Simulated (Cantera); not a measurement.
Feed: 1 mol MgCl2, 2 mol H2, 210 mol N2, 9.1 mol O2, held at 3.70 mbar.

Equilibrium computed with Cantera from the NASA thermochemical tables; the gas is ideal and each condensed phase is pure. Candidate condensed phases: H2O, Mg, MgCl2, MgO, Mg(OH)2, NH4Cl; 38 gas species. The numbers say what is thermodynamically allowed, not how fast it happens.

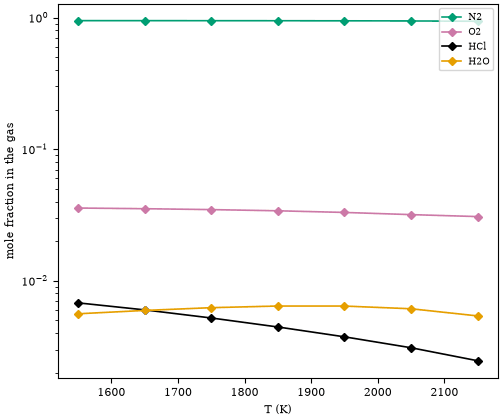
Figure: Equilibrium gas composition (values under 1e-9 drawn at 1e-9)

From 1550 K to 2150 K the condensed part is MgO(s). The main Mg-bearing gas is MgCl2 at 1550 K and Mg at 2150 K. The share of Mg in condensed phases is highest at 1550 K (98.5 %) and lowest at 2150 K (40.6 %).
